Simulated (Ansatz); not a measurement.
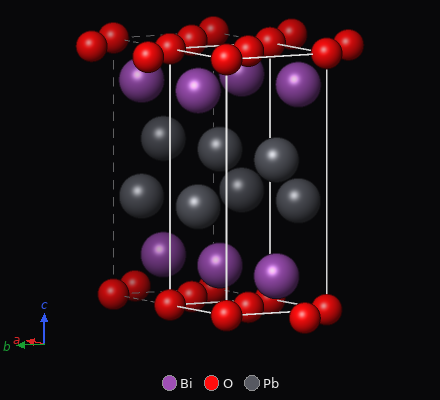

BiPbO (P4/nmm, No. 129): coordinates from a relaxation with DFT, PAW plane waves, r2scan, spin-orbit in Ansatz; the starting structure was generated, so it need not be a known form of this composition.

Space group P4/nmm:1 (No. 129). a = 3.952 Å, b = 3.952 Å, c = 8.863 Å, α = 90.00°, β = 90.00°, γ = 90.00°
```
atom  site  symmetry       x       y       z
  Bi    2c       4mm  0.0000  0.5000  0.1429
   O    2a      -4m2  0.0000  0.0000  0.0000
  Pb    2c       4mm  0.0000  0.5000  0.5960
```

> What will a dark-field STEM-like image along [210] show? The image is simulated as a sum over atoms of Z^1.8, blurred by a 0.59 Å probe (no channelling). The display is stretched by a gamma of 0.65; percentages refer to the linear signal.

The columns repeat on a rectangular net of 1.77 × 8.86 Å (plane group p2mg). The brightest columns (by a small margin) hold 1 Bi per repeat; in falling brightness follow 1 Pb (about 100 %). Brightness is counted from the darkest point of the image. The O columns make no clear peak of their own: they are too faint or too near a brighter column. The shortest distance between visible columns is 1.77 Å in projection. Along the beam the structure repeats every 8.84 Å.

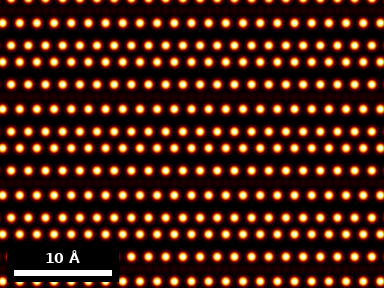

The simulated image.
